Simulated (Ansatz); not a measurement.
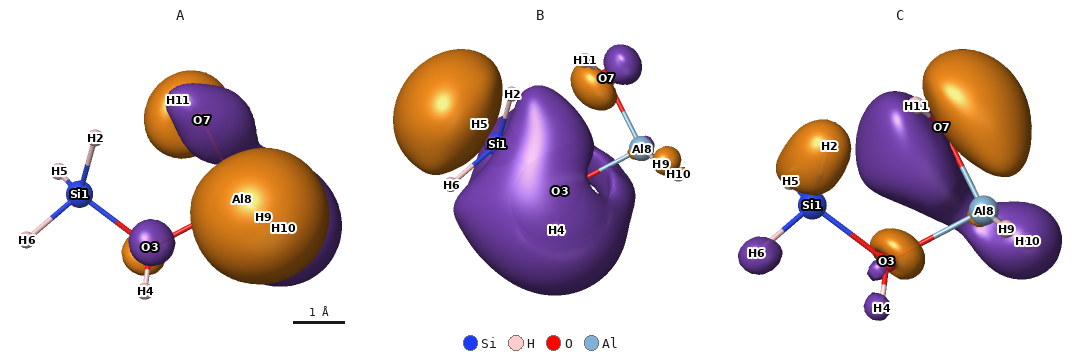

AlH7O2Si. Three frontier orbitals at ±0.08 Å⁻³ᐟ² (orange and purple are the two phases), in no order.

Not at a stationary point (largest force 0.9 eV/Å).

Level of theory: RKS revPBE/def2-SVP in Ansatz.

```yaml
atoms:
  - { symbol: Si, position_ang: [-0.0552, -0.0492, -0.0676] }
  - { symbol: H, position_ang: [-0.4903, -0.2098, 1.3338] }
  - { symbol: O, position_ang: [1.6901, 0.1755, -0.1173] }
  - { symbol: H, position_ang: [2.1858, -0.5826, -0.4845] }
  - { symbol: H, position_ang: [-0.7305, 1.0857, -0.7624] }
  - { symbol: H, position_ang: [-0.2554, -1.3175, -0.8536] }
  - { symbol: O, position_ang: [0.8535, 1.8416, 1.8951] }
  - { symbol: Al, position_ang: [2.4742, 1.2568, 1.4425] }
  - { symbol: H, position_ang: [3.0939, 0.0362, 2.3041] }
  - { symbol: H, position_ang: [3.4106, 2.3693, 0.7709] }
  - { symbol: H, position_ang: [0.2553, 1.1908, 2.3385] }
```

Order the three orbitals by energy and name them.

Answer. C is the HOMO−1 (−6.55 eV). By Hirshfeld shares it lies mainly on O7 (about 75 %); largely a lone pair of O7. A is the HOMO (−6.07 eV). It lies mainly on H9 (about 35 %), Al8 (about 25 %), H10 (about 20 %) and O7 (about 15 %). B is the LUMO (−1.35 eV). It lies mainly on Si1 (about 45 %), H4 (about 15 %), O3 (about 15 %) and Al8 (about 10 %).

What is the HOMO–LUMO gap?

Answer. 4.72 eV between the orbital energies.
